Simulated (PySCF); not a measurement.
Vertical excitations of a molecule C2H6N, multiplicity 2 from TDA-PBE/def2-SVPD (PySCF 2.14.0), as energy in eV (oscillator strength): 2.98 (0.001), 3.76 (0.003), 4.03 (0.008), 4.99 (0.020), 5.48 (0.031), 5.65 (0.015), 5.98 (0.019), 6.19 (0.109), 6.46 (0.004), 6.85 (0.001). Geometry optimised at r2SCAN-D4/def2-TZVP. Other conformers were not sampled.

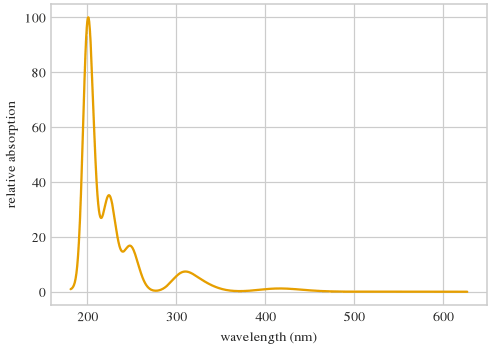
Fig. 1. The lines broadened by 0.4 eV.

**Question.** Pick the molecule that these values belong to.
(A) C[N]C
(B) C[CH]N
(C) [CH2]CN
(D) CC[NH]

**Answer.** B, C[CH]N
